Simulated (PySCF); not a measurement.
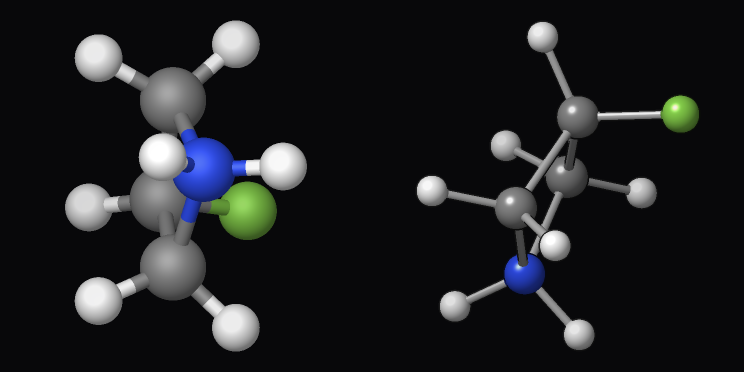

The same structure drawn twice, from different directions. Colours: fluorine green, carbon grey, nitrogen blue, hydrogen white.

Charge +1, singlet.

Identify the structure.

It has 12 atoms: 3 carbon, 7 hydrogen, 1 fluorine and 1 nitrogen (C₃H₇FN⁺). SMILES: `FC1C[NH2+]C1`. Independent rings (smallest set): 1 of 4 members. Among its groups: C–F bond. The point group is Cs.

More results for the same structure follow; atom numbers are the same in all pictures, views and colours differ. The geometry was computed by an optimisation with PBE0-D3(BJ)/def2-SVP. No frequency run is at hand to confirm it as a minimum.

Shape

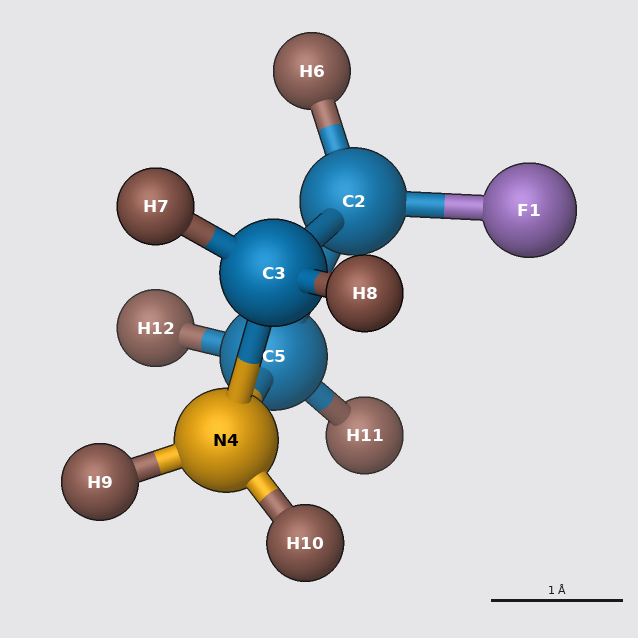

Atoms carry their numbers in the input. No frequency run is at hand to confirm it as a minimum.

Give these bond angles: F1–C2–C3, F1–C2–H6, C3–C2–C5, C3–C2–H6, C3–N4–C5, C3–N4–H9, C3–N4–H10, C2–C3–N4, C2–C3–H8, C2–C3–H7, N4–C3–H8, N4–C3–H7.

```csv
angle,degrees
F1–C2–C3,111.7
F1–C2–H6,110.0
C3–C2–C5,88.3
C3–C2–H6,116.9
C3–N4–C5,89.6
C3–N4–H9,116.4
C3–N4–H10,113.4
C2–C3–N4,90.2
C2–C3–H8,115.7
C2–C3–H7,115.6
N4–C3–H8,112.8
N4–C3–H7,110.2
```

NMR shielding

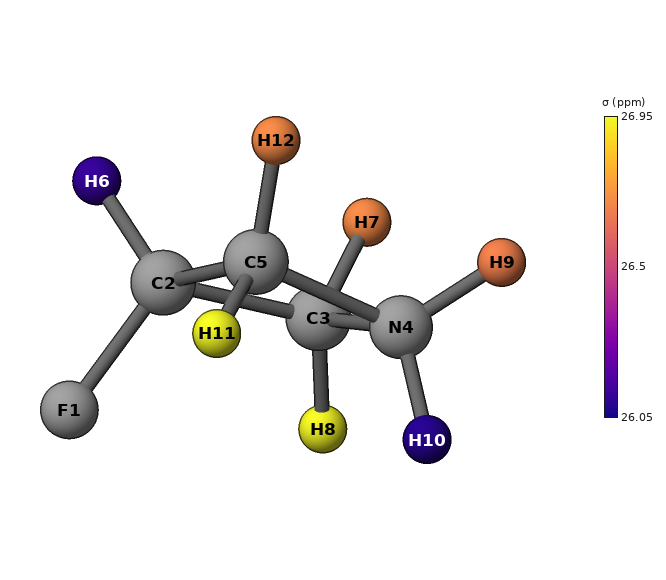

Atoms are coloured by their isotropic NMR shieldings (H only, the others grey). No frequency run is at hand to confirm it as a minimum. Properties computed with GIAO WP04/pcSseg-2 NMR shielding, non-relativistic, gas phase (PySCF 2.14.0).

Give the isotropic NMR shieldings of the H atoms atom by atom.

| atom | σ (ppm) |
| --- | --- |
| H6 | 26.12 |
| H7 | 26.70 |
| H8 | 26.94 |
| H9 | 26.67 |
| H10 | 26.09 |
| H11 | 26.94 |
| H12 | 26.70 |

Spin–spin coupling

No frequency run is at hand to confirm it as a minimum. Method: B3LYP/pcJ-1 indirect spin-spin coupling, non-relativistic, gas phase (PySCF 2.14.0). Isotopes: 13C, 19F, 1H, 15N.

Give the spin–spin coupling constants of these pairs, with the number of bonds between them: F1/C2, N4/H9, N4/H10, F1/H11, F1/H8, F1/H7, F1/N4.

```
   pair  bonds apart  J (Hz)
 F1, C2            1  −280.0
 N4, H9            1   −83.3
N4, H10            1   −81.8
F1, H11            3    18.6
 F1, H8            3    18.6
 F1, H7            3    21.3
 F1, N4            3     0.7
```

Density functionals are unreliable for couplings to fluorine, so those rows may be far off.

Levels of theory compared

No frequency run is at hand to confirm it as a minimum. Program: PySCF 2.14.0.

Tabulate HOMO energy (eV), HOMO–LUMO gap (eV) at these levels: B3LYP/pcJ-1; CAM-B3LYP/def2-SVPD; PBE0/pcSseg-1; WP04/pcSseg-2.

```json
{"level": "B3LYP/pcJ-1", "HOMO energy (eV)": "−14.35", "HOMO–LUMO gap (eV)": "9.12"}
{"level": "CAM-B3LYP/def2-SVPD", "HOMO energy (eV)": "−16.18", "HOMO–LUMO gap (eV)": "11.98"}
{"level": "PBE0/pcSseg-1", "HOMO energy (eV)": "−14.64", "HOMO–LUMO gap (eV)": "9.76"}
{"level": "WP04/pcSseg-2", "HOMO energy (eV)": "−15.86", "HOMO–LUMO gap (eV)": "9.06"}
```
